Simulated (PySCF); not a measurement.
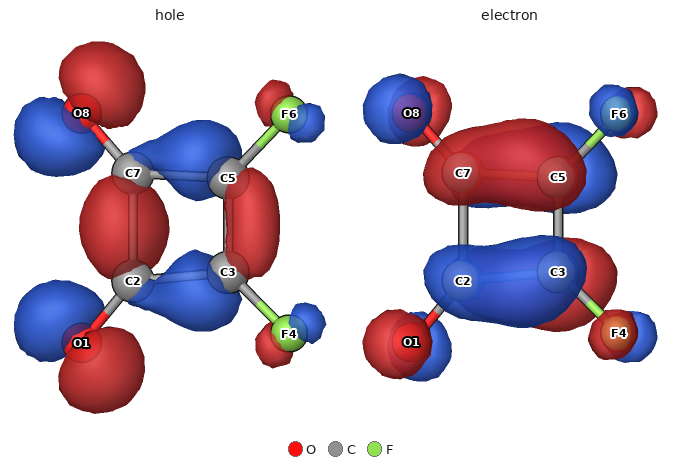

*C₄F₂O₂, SMILES `O=c1c(F)c(F)c1=O`. Leading natural transition orbital pair of S₁ (TDA singlet states); the surfaces enclose about 78 % of each orbital's density.*

Method: PBE0/6-31+G*; geometry: GFN2-xTB; program: PySCF. This is a single-reference result, which may miss multireference character in this system. No frequency check shows the geometry to be a minimum.

The calculation's input:

```python
import numpy as np
from pyscf import gto, scf, dft, tdscf
from pyscf.scf import atom_ks, atom_hf
from scipy.linalg import block_diag

def solve(mol, dm0=None, hcore=None):
    mf = (dft.UKS if mol.spin else dft.RKS)(mol, xc='pbe0')
    mf.grids.level = 3
    mf = mf.density_fit(auxbasis='def2-universal-jkfit')
    mf.conv_tol, mf.max_cycle = 1e-8, 80
    if hcore is not None:
        mf.get_hcore = lambda *args: hcore
    mf.kernel(dm0)
    if not mf.converged:
        mf = mf.newton().run(mf.mo_coeff, mf.mo_occ, max_cycle=30)
    assert mf.converged, 'SCF not converged'
    return mf

mol = gto.M(atom='''
O     -1.65078    -1.65072     0.00000
C     -0.84687    -0.77704     0.00000
C      0.64609    -0.67948     0.00000
F      1.60121    -1.57745     0.00000
C      0.64609     0.67948     0.00000
F      1.60121     1.57745     0.00000
C     -0.84687     0.77704     0.00000
O     -1.65078     1.65072     0.00000
''', basis='6-31+g*', charge=0, spin=0, verbose=4)
mf = solve(mol)
td = mf.TDA()
td.nstates, td.singlet, td.conv_tol = 6, True, 1e-5
td.kernel()
td.analyze()
x, y = np.array([p[0] for p in td.xy]), np.array([p[1] + 0 * p[0] for p in td.xy])
f, mu = td.oscillator_strength(), td.transition_dipole()
nto = [td.get_nto(state=i + 1, verbose=4) for i in range(len(td.e))]
# spherically averaged free atoms, for the promolecule
atm = atom_ks.get_atm_nrks(mol, xc='pbe0')
pro = block_diag(*[(atm[a[0]][2] * atm[a[0]][3]) @ atm[a[0]][2].T for a in mol._atom])
np.savez('result.npz', e=td.e, f=f, ok=td.converged, w=[n[0] for n in nto], nto=[n[1] for n in nto], x=x, y=y, c=mf.mo_coeff, occ=mf.mo_occ, eps=mf.mo_energy, pro=pro, mu=mu)
```

Launched as:

```sh
OMP_NUM_THREADS=1 python input.py
```

The run took 3.5 min on 1 thread of Intel(R) Xeon(R) Processor @ 2.70GHz, on a shared host, peak memory 0.73 GiB.

### Give its energy, strength and character.

3.61 eV (343 nm), f = 0.000 (dark), σ or n → π*; the leading pair carries 98 %; hole on O1 and O8 (28 % each), C2 and C7 (11 % each) and C3 and C5 (8 % each), electron on C3 and C5 (23 % each), C2 and C7 (13 % each) and O1 and O8 (9 % each); their centroids lie 0.9 Å apart; S₂ lies within 0.1 eV of it. In canonical orbitals it is mainly HOMO → LUMO (98 %). The HOMO–LUMO gap is 5.36 eV.
